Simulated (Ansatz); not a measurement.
Cost and result by functional for the surface energy of the (10-10) surface of wurtzite ZnO in its 1x1 cell (cut with top plane O + Zn, bottom plane O + Zn), outermost plane spacing 0.95 Å in the ideal cut, in Ansatz (plane waves, PAW). Single points on the PBE structure, on one kind of machine; costs are rough ratios of the slab run's core time (references not counted) to the cheapest single point. r2SCAN's cost holds its higher cutoff (500 against 420 eV). Differences are taken against HSE06 for comparison alone: no measured value is at hand, so the table doesn't rank accuracy. HSE06 ran on a coarser k-mesh, which lowers its cost and carries part of its shift.

Model: 20-atom slab, O10Zn10, 12.3 Å thick at the start, 8x5x1 mesh, Fermi-Dirac 0.025 eV, dipole correction, all atoms relaxed; held to the start's symmetry, so lower structures may exist; no spin, no spin-orbit, no U. These notes are the PBE run's.

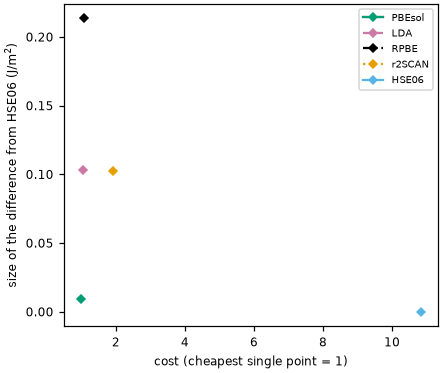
Figure: Difference from HSE06 against cost

| functional | relative cost | surface energy (J/m²) | less HSE06 (J/m²) |
|---|---|---|---|
| PBEsol | 1 | 0.93 | -0.01 |
| LDA | 1 | 1.04 | 0.10 |
| RPBE | 1 | 0.72 | -0.21 |
| r2SCAN | 2 | 1.04 | 0.10 |
| HSE06 | 10 | 0.94 | 0.00 |
| PBE (the relaxed run's value) | – | 0.84 | -0.09 |

The values span 0.32 J/m², while the single points' costs differ by a factor of roughly 10. Differences are of unrounded values.

Ansatz is a program for electronic structure.
